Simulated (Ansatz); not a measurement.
Input

```
crystal:
  periodic: [false, false, false]
  atoms:
    - { symbol: Ta, position_ang: [0.0, 0.0, 0.0] }
    - { symbol: Cl, position_ang: [2.82, 0.0, 0.0] }
    - { symbol: Cl, position_ang: [0.0, 0.0, 2.47] }
    - { symbol: O, position_ang: [0.0, 0.0, -2.02] }
    - { symbol: H, position_ang: [-0.6343, -0.71, -2.3571] }
    - { symbol: Cl, position_ang: [-1.235, 2.139, 0.0] }
    - { symbol: Cl, position_ang: [-1.235, -2.139, 0.0] }
    - { symbol: Br, position_ang: [0.9302, -2.3695, 1.4909] }
    - { symbol: H, position_ang: [2.3056, -1.3257, 0.8342] }
basis:
  gaussian: { orbitals: def2-SVP }
hamiltonian:
  xc: hf
relax:
  f_tol: 0.15
  max_steps: 25
  restrain:
    - { distance: [0, 7], at: 3.85, k: 30.0 }
    - { distance: [8, 1], at: 2.57, k: 30.0 }
    - { distance: [0, 1], at: 2.47, k: 30.0 }
    - { distance: [8, 7], at: 1.55, k: 30.0 }
output:
  orbitals: {}
```

Launched as:

```sh
ansatz run input.yaml --threads 4 --pin off --max-ram 5120MiB --backend cpu --events-out ev --progress --plain --runs-dir out
```

The fields are those of the run's last geometry, not of the input's.

Core potentials replace the inner electrons of Ta; not at a stationary point (largest force 1.9 eV/Å).

Theory: RHF/def2-SVP (Ansatz).

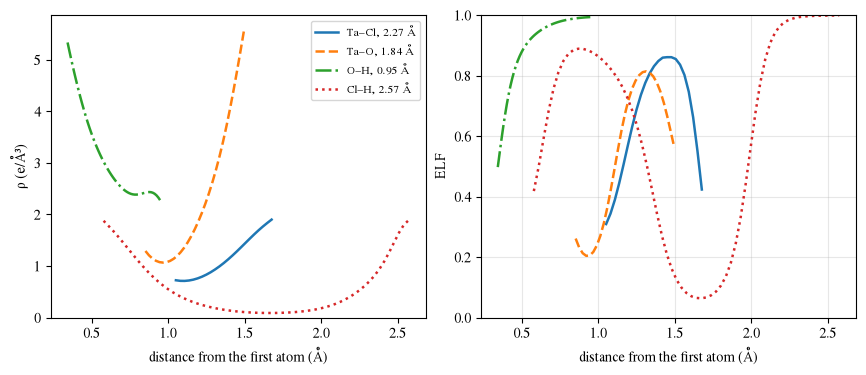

Cl₄HOTa···HBr. Electron density and ELF along straight lines between neighbouring atoms. The curves leave out the atomic cores.

> Compare the contacts.

Ta–Cl (2.27 Å): the density is about 0.72 e/Å³ at the midpoint; the ELF peaks at about 0.85 in the valence shell of Cl, 0.8 Å from its nucleus, and is about 0.45 at the midpoint.
Ta–O (1.84 Å): the density is about 1.1 e/Å³ at the midpoint; the ELF peaks at about 0.80 in the valence shell of O, 0.5 Å from its nucleus, and drops to about 0.20 between the two atoms.
O–H (0.95 Å): ρ at the midpoint is about 3.8 e/Å³; the ELF climbs to about 1 towards the hydrogen, as it does in any bond to H (a covalent bond by its length).
Cl2···H9 (2.57 Å): the density falls to about 0.09 e/Å³ on the way; the ELF dips to about 0.05 between them.
